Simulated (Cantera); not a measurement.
Feed: 1 mol Si₂H₆, 0.62 mol NO, held at 51.8 Torr.

Method: chemical equilibrium by Gibbs-energy minimisation in Cantera with the NASA 1993 tables (ideal gas, pure condensed phases). Candidate condensed phases: H₂O, Si, SiO₂, Si₂N₂O, Si₃N₄; 35 gas species. The feed counts by its element totals alone. Mutual solubility and eutectic melting of coexisting phases are not modelled. The tables' values for SiN are old estimates; treat these amounts as uncertain. The tables hold silica as quartz up to 1696 K and as liquid above; real silica turns to tridymite and cristobalite and melts near 1996 K. Gases not in the tables: Si₂H₆ and higher silanes. Equilibrium is a limit: real reactors are often held back by kinetics, nucleation or transport.

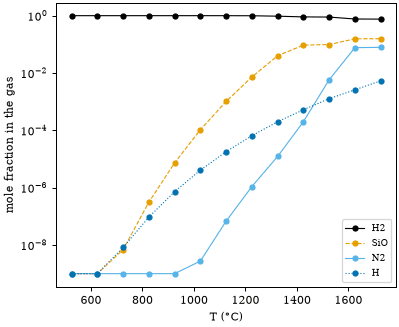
Equilibrium gas composition (values under 1e-9 drawn at 1e-9)

Problem. Read off the mole fractions at 1225 °C.

Solution. H₂ about 0.99, SiO about 0.0072, H about 6.5e-5, N₂ about 1.1e-6.
